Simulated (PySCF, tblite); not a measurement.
# HNO: changes of charge, electronic excitations, EPR parameters

What do calculations give for the changes of charge, electronic excitations, EPR parameters of HNO (`N=O`)?

Computed with tblite 0.8.0 and PySCF 2.14.0 and routines of our own; the level stands in each step. Atoms count from 0.

## 1. The starting structure

3 atoms, charge 0, multiplicity 1; geometry from: start built from the parent or by distance geometry.

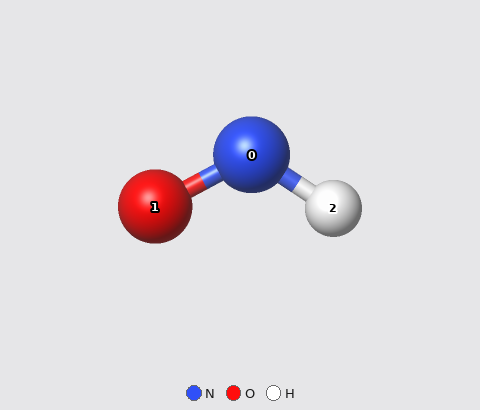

The starting geometry (nitrogen blue, oxygen red, hydrogen white).

## 2. Optimising the geometry with GFN2-xTB

Job settings and geometry (Å):

```
{"job": {"kind": "relax", "xc": "GFN2-xTB", "basis": "xTB"}, "charge": 0, "multiplicity": 1}
N     -0.050000     0.367600    -0.005300
O      0.974600    -0.158700    -0.023000
H     -0.901600    -0.214000     0.003200
```

Started as:

```sh
OMP_NUM_THREADS=1 python redox_run.py task.json out
```

One launch serves the whole session: the jobs run in the order shown.

Standard output:

```text
step      E/eV     max force
  0    -199.92733    4.962
  1    -199.86071    4.949
  2    -200.07173    1.249
  3    -200.08177    0.472
  4    -200.08337    0.129
  5    -200.08403    0.089
  6    -200.08422    0.032
  7    -200.08423    0.005
```

Wall time 0.05 s (1 thread of Intel Xeon at 2.50GHz, shared host).

Relaxation path: (the energy doesn't fall at every step)

```
step  energy from step 0 (eV)  largest force (eV/Å)
   0                   0.0000                4.9620
   1                   0.0666                4.9494
   2                  -0.1444                1.2492
   3                  -0.1544                0.4725
   4                  -0.1560                0.1288
   5                  -0.1567                0.0894
   6                  -0.1569                0.0322
   7                  -0.1569                0.0050
```

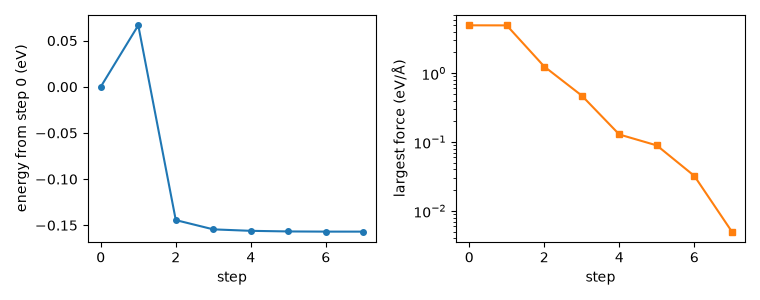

Energy and largest force along the relaxation.

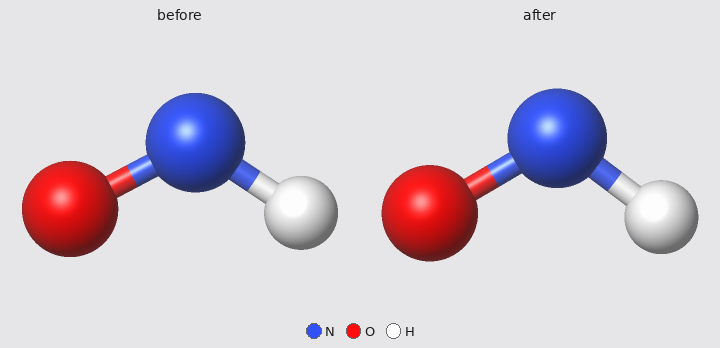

Before and after, at one scale.

Distances of close pairs at the start and the end, largest changes first:

```
 bond  before (Å)  after (Å)  change (Å)
N0–O1       1.152      1.201      +0.049
N0–H2       1.031      1.062      +0.031
```

The end geometry stands in the next job.

## 3. Infrared spectrum with GFN2-xTB

Job settings and geometry (Å):

```
{"job": {"kind": "ir", "xc": "GFN2-xTB", "basis": "xTB"}, "charge": 0, "multiplicity": 1}
N     -0.060323     0.414156    -0.004850
O      0.982241    -0.181909    -0.023267
H     -0.898957    -0.237323     0.003010
```

Standard output:

```text
mode    cm-1     km/mol
  1    1466.4     30.45
  2    1662.6     64.56
  3    2738.3    102.07
ZPE 35.094  H(298)-E 45.031  G(298)-E -20.712 kJ/mol  S 220.50 J/(mol K)
```

It took 0.16 s on 1 thread of Intel Xeon at 2.50GHz, shared host.

The strongest bands and the atoms that carry them (share of the mass-weighted mode):

```csv
cm⁻¹,km/mol,atoms
1466,30.4,H2 84 %
1663,64.6,"N0 55 %, O1 45 %"
2738,102.1,H2 94 %
```

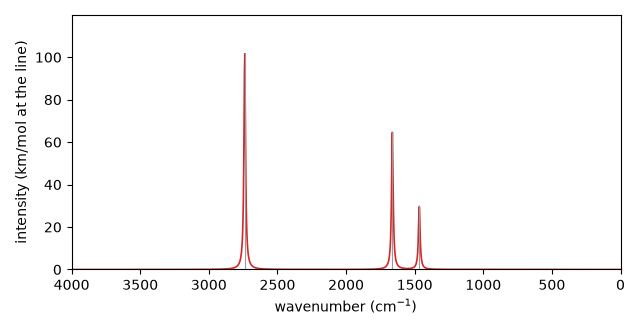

The infrared spectrum from these modes, unscaled. Lines are broadened to a width of 14 cm⁻¹ (Lorentzian).

## 4. Optimising the geometry at PBE0-D3(BJ)/def2-SVP

Job settings and geometry (Å):

```
{"job": {"xc": "PBE0", "basis": "def2-SVP", "d3": "d3bj", "grid": 1, "kind": "geom"}, "charge": 0, "multiplicity": 1}
N     -0.060323     0.414156    -0.004850
O      0.982241    -0.181909    -0.023267
H     -0.898957    -0.237323     0.003010
```

Standard output:

```text
step   0  E = -130.22757033  max force = 0.026008
step   1  E = -130.22765351  max force = 0.013285
step   2  E = -130.22851796  max force = 0.002864
step   3  E = -130.22852392  max force = 0.000664
step   4  E = -130.22852448  max force = 0.000095
optimisation converged
```

Run time: 3.9 s. Hardware: 1 thread of Intel Xeon at 2.50GHz, shared host.

Relaxation path:

```
step  energy from step 0 (eV)  largest force component (eV/Å)
   0                   0.0000                          1.3374
   1                  -0.0023                          0.6831
   2                  -0.0258                          0.1473
   3                  -0.0259                          0.0341
   4                  -0.0260                          0.0049
```

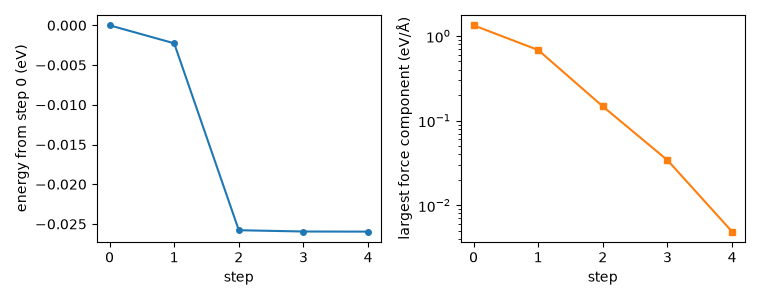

Energy and largest force along the relaxation.

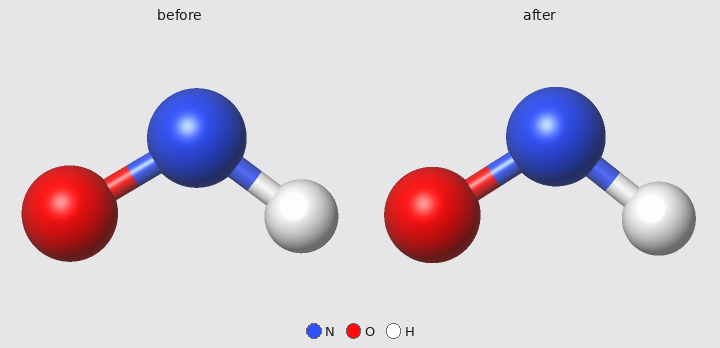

Before and after, at one scale.

Distances of close pairs at the start and the end, largest changes first:

```csv
bond,before (Å),after (Å),change (Å)
N0–O1,1.201,1.189,-0.012
N0–H2,1.062,1.071,+0.009
```

The end geometry stands in the next job.

| at the end point | value |
| --- | --- |
| point group (found at 0.08 Å tolerance) | Cs |
| rotational constants (GHz, main isotopes) | 555.0, 43.631, 40.451 |
| dipole moment (D) | 1.69 |

## 5. Harmonic vibrations (HNO): PBE0-D3(BJ)/def2-SVP

Job settings and geometry (Å):

```
{"job": {"xc": "PBE0", "basis": "def2-SVP", "d3": "d3bj", "grid": 2, "kind": "hessian"}, "charge": 0, "multiplicity": 1}
N     -0.055535     0.432270    -0.003881
O      0.958994    -0.186996    -0.028203
H     -0.880497    -0.250349     0.006977
```

Standard output:

```text
coarse grid: 2768 points
cycle   1  E = -130.1360855546  dE =  2.655e-01  |g| = 6.081e-01  |ddm| = 1.974e+00
cycle   2  E = -129.8668386454  dE =  2.692e-01  |g| = 1.329e+00  |ddm| = 1.174e+00
cycle   3  E = -130.2088662944  dE = -3.420e-01  |g| = 4.192e-02  |ddm| = 8.212e-01
cycle   4  E = -130.2091775384  dE = -3.112e-04  |g| = 1.249e-02  |ddm| = 4.813e-02
cycle   5  E = -130.2092046029  dE = -2.706e-05  |g| = 4.833e-03  |ddm| = 1.322e-02
cycle   6  E = -130.2092094377  dE = -4.835e-06  |g| = 9.891e-04  |ddm| = 4.654e-03
final grid: 27576 points
cycle   7  E = -130.2285119047  dE =  1.311e-05  |g| = 1.192e-02  |ddm| = 1.250e-02
cycle   8  E = -130.2284042751  dE =  1.076e-04  |g| = 2.677e-02  |ddm| = 2.177e-02
cycle   9  E = -130.2285385622  dE = -1.343e-04  |g| = 3.107e-04  |ddm| = 1.530e-02
cycle  10  E = -130.2285385849  dE = -2.268e-08  |g| = 9.130e-05  |ddm| = 4.261e-04
cycle  11  E = -130.2285385865  dE = -1.570e-09  |g| = 2.769e-05  |ddm| = 8.445e-05
cycle  12  E = -130.2285385866  dE = -1.527e-10  |g| = 2.398e-06  |ddm| = 2.303e-05
cycle  13  E = -130.2285385866  dE = -2.643e-12  |g| = 5.542e-07  |ddm| = 4.810e-06
converged SCF energy = -130.2285385866

mode    cm-1
  1    1580.1
  2    1788.8
  3    2862.8
ZPE 37.274  H(298)-E 47.203  G(298)-E -18.554 kJ/mol  S 220.55 J/(mol K)
```

Run time: 7.1 s. Hardware: 1 thread of Intel Xeon at 2.50GHz, shared host.

Zero-point energy 37.27 kJ/mol (xTB gave 35.09).

## 6. Single point (HNO): M06-2X/ma-def2-TZVP

Geometry: PBE0-D3(BJ)/def2-SVP.

Job settings and geometry (Å):

```
{"job": {"kind": "sp", "xc": "M06-2X", "basis": "ma-def2-TZVP", "grid": 3}, "charge": 0, "multiplicity": 1}
N     -0.055535     0.432270    -0.003881
O      0.958994    -0.186996    -0.028203
H     -0.880497    -0.250349     0.006977
```

Standard output:

```text
coarse grid: 12776 points
cycle   1  E = -130.3985955054  dE =  2.564e-01  |g| = 6.222e-01  |ddm| = 1.424e+00
cycle   2  E = -130.2719936346  dE =  1.266e-01  |g| = 1.087e+00  |ddm| = 7.504e-01
cycle   3  E = -130.4741622121  dE = -2.022e-01  |g| = 4.898e-02  |ddm| = 4.595e-01
cycle   4  E = -130.4745438046  dE = -3.816e-04  |g| = 1.992e-02  |ddm| = 3.507e-02
cycle   5  E = -130.4746135737  dE = -6.977e-05  |g| = 6.422e-03  |ddm| = 1.621e-02
cycle   6  E = -130.4746224324  dE = -8.859e-06  |g| = 1.608e-03  |ddm| = 4.671e-03
final grid: 37792 points
cycle   7  E = -130.4747392769  dE = -1.622e-06  |g| = 2.194e-03  |ddm| = 5.204e-03
cycle   8  E = -130.4747377537  dE =  1.523e-06  |g| = 3.815e-03  |ddm| = 2.546e-03
cycle   9  E = -130.4747401644  dE = -2.411e-06  |g| = 1.488e-04  |ddm| = 1.553e-03
cycle  10  E = -130.4747401693  dE = -4.889e-09  |g| = 8.295e-05  |ddm| = 1.600e-04
converged SCF energy = -130.4747401693
```

Run time: 3.1 s. Hardware: 1 thread of Intel Xeon at 2.50GHz, shared host.

## 7. Single point (HNO+ (doublet)): M06-2X/ma-def2-TZVP

Geometry: PBE0-D3(BJ)/def2-SVP, that of another charge or spin state.

Job settings and geometry (Å):

```
{"job": {"kind": "sp", "xc": "M06-2X", "basis": "ma-def2-TZVP", "grid": 3}, "charge": 1, "multiplicity": 2}
N     -0.055535     0.432270    -0.003881
O      0.958994    -0.186996    -0.028203
H     -0.880497    -0.250349     0.006977
```

Standard output:

```text
final grid: 37792 points
cycle   1  E = -130.0653948426  dE = -3.203e-02  |g| = 2.490e-01  |ddm| = 3.792e-01
cycle   2  E = -130.0456339116  dE =  1.976e-02  |g| = 3.433e-01  |ddm| = 2.324e-01
cycle   3  E = -130.0818769376  dE = -3.624e-02  |g| = 1.011e-01  |ddm| = 1.606e-01
cycle   4  E = -130.0856279024  dE = -3.751e-03  |g| = 6.113e-03  |ddm| = 4.133e-02
cycle   5  E = -130.0856971524  dE = -6.925e-05  |g| = 3.902e-03  |ddm| = 8.160e-03
cycle   6  E = -130.0857287869  dE = -3.163e-05  |g| = 1.745e-03  |ddm| = 6.073e-03
cycle   7  E = -130.0857431977  dE = -1.441e-05  |g| = 7.404e-04  |ddm| = 5.750e-03
cycle   8  E = -130.0857457007  dE = -2.503e-06  |g| = 3.361e-04  |ddm| = 2.277e-03
cycle   9  E = -130.0857462853  dE = -5.847e-07  |g| = 1.089e-04  |ddm| = 1.270e-03
cycle  10  E = -130.0857463293  dE = -4.397e-08  |g| = 2.750e-05  |ddm| = 3.353e-04
cycle  11  E = -130.0857463315  dE = -2.180e-09  |g| = 1.079e-05  |ddm| = 6.583e-05
converged SCF energy = -130.0857463315
```

It took 7.3 s on 1 thread of Intel Xeon at 2.50GHz, shared host.

## 8. Optimising the geometry with GFN2-xTB

This step treats HNO+ (doublet), labelled `[NH+]=O` (the label fixes atoms and charge, not where charge and spin sit).

Job settings and geometry (Å):

```
{"job": {"kind": "relax", "xc": "GFN2-xTB", "basis": "xTB"}, "charge": 1, "multiplicity": 2}
N     -0.039300     0.426200    -0.009200
O      0.948300    -0.178300    -0.051200
H     -0.863000    -0.258000     0.010200
```

Standard output:

```text
step      E/eV     max force
  0    -184.47416    5.056
  1    -184.29589   11.833
  2    -184.70903    1.566
  3    -184.77493    1.186
  4    -184.85631    0.441
  5    -184.85786    0.136
  6    -184.85810    0.027
  7    -184.85812    0.008
```

Wall time 0.04 s (1 thread of Intel Xeon at 2.50GHz, shared host).

Along the way: (the energy doesn't fall at every step)

```csv
step,energy from step 0 (eV),largest force (eV/Å)
0,0.0000,5.0556
1,0.1783,11.8329
2,-0.2349,1.5664
3,-0.3008,1.1859
4,-0.3821,0.4411
5,-0.3837,0.1361
6,-0.3839,0.0273
7,-0.3840,0.0080
```

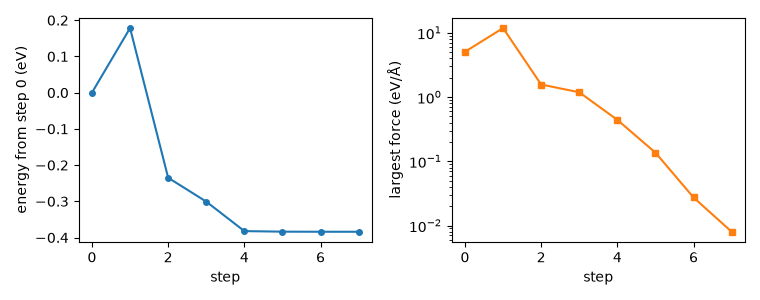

Energy and force, step by step.

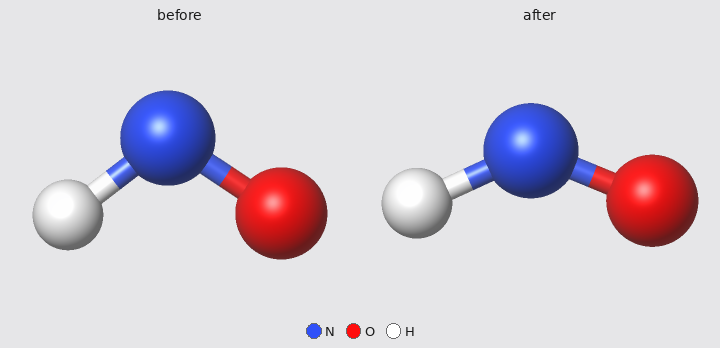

Before and after, at one scale.

Distances of close pairs at the start and the end, largest changes first:

```
 bond  before (Å)  after (Å)  change (Å)
N0–O1       1.159      1.116      -0.042
N0–H2       1.071      1.066      -0.005
```

The end geometry stands in the next job.

## 9. Harmonic vibrations with GFN2-xTB

Job settings and geometry (Å):

```
{"job": {"kind": "ir", "xc": "GFN2-xTB", "basis": "xTB"}, "charge": 1, "multiplicity": 2}
N     -0.016630     0.285888    -0.011803
O      1.029896    -0.100613    -0.053002
H     -0.967343    -0.195426     0.014592
```

Standard output:

```text
mode    cm-1     km/mol
  1     927.2    126.45
  2    2053.3     48.17
  3    2665.9    160.45
ZPE 33.773  H(298)-E 43.818  G(298)-E -22.908 kJ/mol  S 223.80 J/(mol K)
```

Run time: 0.17 s. Hardware: 1 thread of Intel Xeon at 2.50GHz, shared host.

The strongest bands and the atoms that carry them (share of the mass-weighted mode):

| cm⁻¹ | km/mol | atoms |
| --- | --- | --- |
| 927 | 126.5 | H2 79 %, N0 15 % |
| 2053 | 48.2 | N0 49 %, O1 47 % |
| 2666 | 160.4 | H2 91 % |

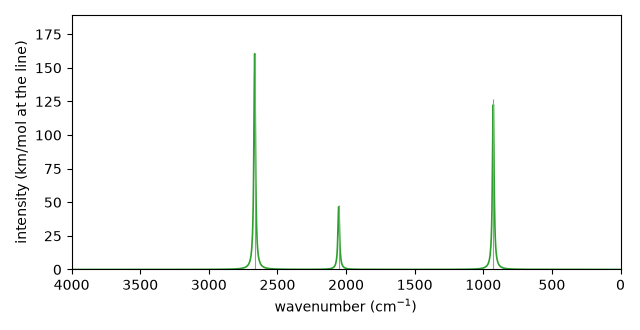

The infrared spectrum from these modes, unscaled. Lines are broadened to a width of 14 cm⁻¹ (Lorentzian).

## 10. Relaxing the molecule at PBE0-D3(BJ)/def2-SVP

This step treats HNO+ (doublet), labelled `[NH+]=O` (the label fixes atoms and charge, not where charge and spin sit).

Job settings and geometry (Å):

```
{"job": {"xc": "PBE0", "basis": "def2-SVP", "d3": "d3bj", "grid": 1, "kind": "geom"}, "charge": 1, "multiplicity": 2}
N     -0.016630     0.285888    -0.011803
O      1.029896    -0.100613    -0.053002
H     -0.967343    -0.195426     0.014592
```

Standard output:

```text
step   0  E = -129.86163512  max force = 0.019689
step   1  E = -129.86296198  max force = 0.005219
step   2  E = -129.86301431  max force = 0.000491
step   3  E = -129.86301471  max force = 0.000072
optimisation converged
```

Wall time 4.4 s (1 thread of Intel Xeon at 2.50GHz, shared host).

Step by step:

```
step  energy from step 0 (eV)  largest force component (eV/Å)
   0                   0.0000                          1.0124
   1                  -0.0361                          0.2684
   2                  -0.0375                          0.0252
   3                  -0.0375                          0.0037
```

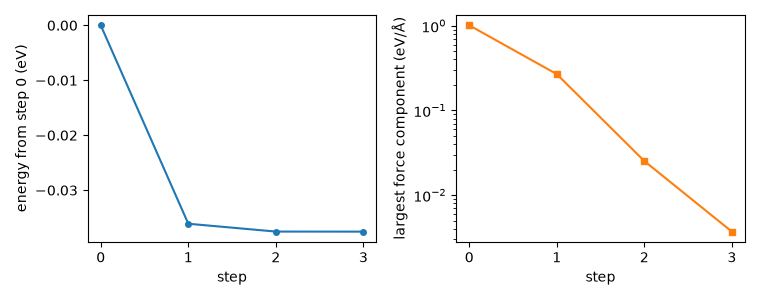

Energy and force, step by step.

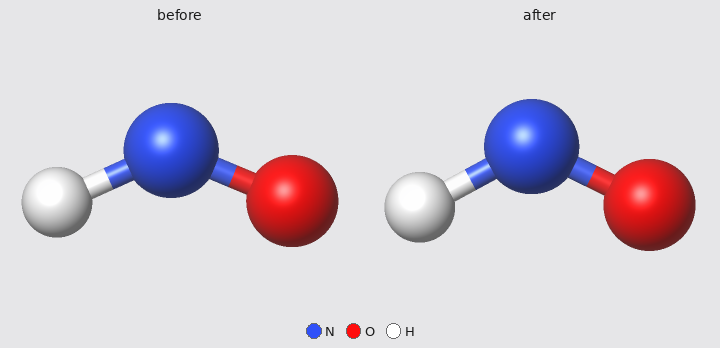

Before and after, at one scale.

Distances of close pairs at the start and the end, largest changes first:

| bond | before (Å) | after (Å) | change (Å) |
| --- | --- | --- | --- |
| N0–H2 | 1.066 | 1.082 | +0.016 |
| N0–O1 | 1.116 | 1.118 | +0.002 |

The final coordinates are the input of the step that follows.

```csv
at the end point,value
point group (found at 0.08 Å tolerance),Cs
"rotational constants (GHz, main isotopes)","773.1, 46.402, 43.774"
⟨S²⟩,0.753
```

## 11. Harmonic vibrations (HNO+ (doublet), [NH+]=O): PBE0-D3(BJ)/def2-SVP

Job settings and geometry (Å):

```
{"job": {"xc": "PBE0", "basis": "def2-SVP", "d3": "d3bj", "grid": 2, "kind": "hessian"}, "charge": 1, "multiplicity": 2}
N     -0.015932     0.333041    -0.011453
O      1.005429    -0.120226    -0.049435
H     -0.943574    -0.222966     0.010675
```

Standard output:

```text
coarse grid: 2768 points
cycle   1  E = -129.7489801545  dE =  8.088e-01  |g| = 4.589e-01  |ddm| = 1.417e+00
cycle   2  E = -129.4691504459  dE =  2.798e-01  |g| = 1.006e+00  |ddm| = 8.466e-01
cycle   3  E = -129.8389870644  dE = -3.698e-01  |g| = 1.175e-01  |ddm| = 5.657e-01
cycle   4  E = -129.8440204591  dE = -5.033e-03  |g| = 2.379e-02  |ddm| = 8.773e-02
cycle   5  E = -129.8442566258  dE = -2.362e-04  |g| = 3.011e-03  |ddm| = 2.215e-02
cycle   6  E = -129.8442624573  dE = -5.831e-06  |g| = 8.053e-04  |ddm| = 3.237e-03
final grid: 27576 points
cycle   7  E = -129.8629968291  dE =  1.328e-05  |g| = 8.391e-03  |ddm| = 8.222e-03
cycle   8  E = -129.8628610431  dE =  1.358e-04  |g| = 2.118e-02  |ddm| = 1.509e-02
cycle   9  E = -129.8630228817  dE = -1.618e-04  |g| = 2.497e-04  |ddm| = 1.083e-02
cycle  10  E = -129.8630230258  dE = -1.441e-07  |g| = 1.826e-04  |ddm| = 4.802e-04
cycle  11  E = -129.8630231205  dE = -9.469e-08  |g| = 6.245e-05  |ddm| = 5.625e-04
cycle  12  E = -129.8630231353  dE = -1.477e-08  |g| = 3.550e-05  |ddm| = 2.411e-04
cycle  13  E = -129.8630231376  dE = -2.322e-09  |g| = 1.110e-05  |ddm| = 9.121e-05
cycle  14  E = -129.8630231378  dE = -2.547e-10  |g| = 2.649e-06  |ddm| = 3.279e-05
cycle  15  E = -129.8630231378  dE = -8.782e-12  |g| = 2.887e-07  |ddm| = 5.747e-06
converged SCF energy = -129.8630231378

mode    cm-1
  1    1082.4
  2    2183.9
  3    2859.3
ZPE 36.639  H(298)-E 46.625  G(298)-E -20.334 kJ/mol  S 224.58 J/(mol K)
```

It took 13 s on 1 thread of Intel Xeon at 2.50GHz, shared host.

Zero-point energy 36.64 kJ/mol (xTB gave 33.77).

## 12. Single point (HNO): M06-2X/ma-def2-TZVP

Geometry: PBE0-D3(BJ)/def2-SVP, that of another charge or spin state.

Job settings and geometry (Å):

```
{"job": {"kind": "sp", "xc": "M06-2X", "basis": "ma-def2-TZVP", "grid": 3}, "charge": 0, "multiplicity": 1}
N     -0.015932     0.333041    -0.011453
O      1.005429    -0.120226    -0.049435
H     -0.943574    -0.222966     0.010675
```

Standard output:

```text
coarse grid: 12776 points
cycle   1  E = -130.3985925798  dE =  4.328e-01  |g| = 5.498e-01  |ddm| = 1.510e+00
cycle   2  E = -130.3347444618  dE =  6.385e-02  |g| = 8.524e-01  |ddm| = 6.922e-01
cycle   3  E = -130.4553044781  dE = -1.206e-01  |g| = 4.547e-02  |ddm| = 3.878e-01
cycle   4  E = -130.4556369357  dE = -3.325e-04  |g| = 1.456e-02  |ddm| = 3.196e-02
cycle   5  E = -130.4556782463  dE = -4.131e-05  |g| = 5.444e-03  |ddm| = 1.596e-02
cycle   6  E = -130.4556849010  dE = -6.655e-06  |g| = 1.124e-03  |ddm| = 4.877e-03
final grid: 37792 points
cycle   7  E = -130.4557387069  dE = -1.811e-06  |g| = 1.128e-03  |ddm| = 6.044e-03
cycle   8  E = -130.4557385248  dE =  1.821e-07  |g| = 1.679e-03  |ddm| = 1.647e-03
cycle   9  E = -130.4557389788  dE = -4.539e-07  |g| = 1.260e-04  |ddm| = 7.974e-04
cycle  10  E = -130.4557389839  dE = -5.120e-09  |g| = 7.941e-05  |ddm| = 2.456e-04
converged SCF energy = -130.4557389839
```

It took 2.9 s on 1 thread of Intel Xeon at 2.50GHz, shared host.

## 13. Single point (HNO+ (doublet), [NH+]=O): M06-2X/ma-def2-TZVP

Geometry: PBE0-D3(BJ)/def2-SVP.

Job settings and geometry (Å):

```
{"job": {"kind": "sp", "xc": "M06-2X", "basis": "ma-def2-TZVP", "grid": 3}, "charge": 1, "multiplicity": 2}
N     -0.015932     0.333041    -0.011453
O      1.005429    -0.120226    -0.049435
H     -0.943574    -0.222966     0.010675
```

Standard output:

```text
final grid: 37792 points
cycle   1  E = -130.0879750308  dE = -3.694e-02  |g| = 1.909e-01  |ddm| = 4.026e-01
cycle   2  E = -130.0956944278  dE = -7.719e-03  |g| = 1.176e-01  |ddm| = 1.569e-01
cycle   3  E = -130.0999017526  dE = -4.207e-03  |g| = 3.670e-02  |ddm| = 6.844e-02
cycle   4  E = -130.1003610838  dE = -4.593e-04  |g| = 5.268e-03  |ddm| = 1.501e-02
cycle   5  E = -130.1003825512  dE = -2.147e-05  |g| = 1.503e-03  |ddm| = 5.334e-03
cycle   6  E = -130.1003860118  dE = -3.461e-06  |g| = 5.995e-04  |ddm| = 2.012e-03
cycle   7  E = -130.1003871550  dE = -1.143e-06  |g| = 2.367e-04  |ddm| = 1.344e-03
cycle   8  E = -130.1003873780  dE = -2.230e-07  |g| = 9.060e-05  |ddm| = 6.599e-04
cycle   9  E = -130.1003874075  dE = -2.956e-08  |g| = 2.899e-05  |ddm| = 2.533e-04
cycle  10  E = -130.1003874095  dE = -1.981e-09  |g| = 6.359e-06  |ddm| = 6.166e-05
converged SCF energy = -130.1003874095
```

It took 6.9 s on 1 thread of Intel Xeon at 2.50GHz, shared host.

[end of part 1 of 3]
